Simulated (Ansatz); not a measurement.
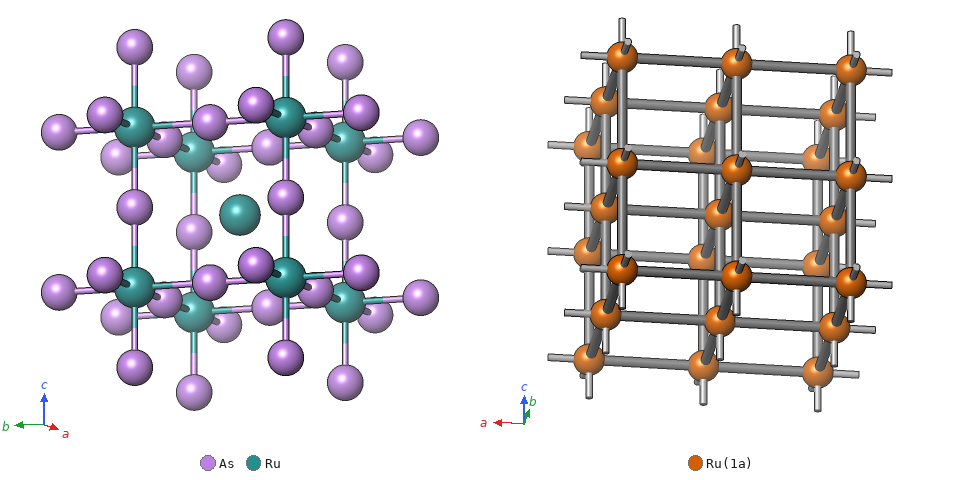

Left: the structure. Right: its underlying net. Nodes are coloured by topological kind. Short stubs are edges that leave the cut-out.

System As₃Ru₂ (space group Pm-3m, No. 221); source of the atomic positions: the geometry relaxed with Ansatz 0.2.0, DFT PBE, scalar-relativistic, plane waves, PAW; the starting structure was generated, so it need not be a known form of this composition.

Bonds are taken as As–Ru below 2.6 Å. Atoms with one bond or none are removed and atoms with two bonds are replaced by edges, until no such atom is left.

The result is a uninodal 6-connected, three-periodic net: Ru(1a) is a 6-connected node. As becomes part of the edges. Ru(1b) drops out. It is the pcu net, known from NaCl, ReO3 and the B-X framework of perovskite. It is a single net, without interpenetration.

| node | links | point symbol | coordination sequence |
| --- | --- | --- | --- |
| Ru(1a) | 6 | 4¹²·6³ | 6 18 38 66 102 146 |
